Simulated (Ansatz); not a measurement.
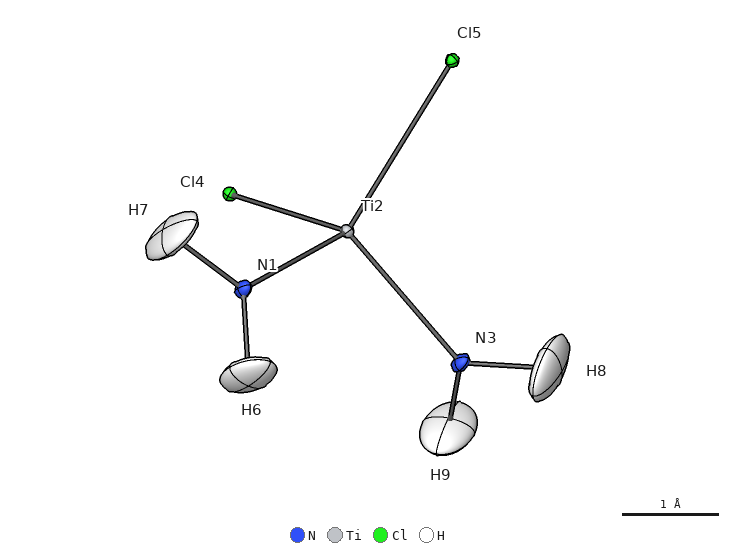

Displacement ellipsoids at the 50 % level, from the internal vibrations of the free molecule (harmonic, no overall translation or rotation; no half-axis is drawn under 0.075 Å). The species is neutral and a spin singlet. Vibrations computed with RKS PBE0-D4/def2-TZVP (Ansatz 0.2.0). Temperature: 100 K.

List U_eq and the three principal root-mean-square amplitudes for each kind of atom.

```
    atom  U_eq (Å²)   rms amplitudes (Å)
      N1     0.0037  0.045, 0.059, 0.076
     Ti2    0.00096  0.026, 0.032, 0.034
      N3     0.0044  0.045, 0.066, 0.083
Cl4, Cl5     0.0016  0.032, 0.036, 0.051
      H6     0.0294  0.087, 0.163, 0.232
      H7     0.0351  0.081, 0.169, 0.265
  H8, H9     0.0404  0.092, 0.185, 0.280
```
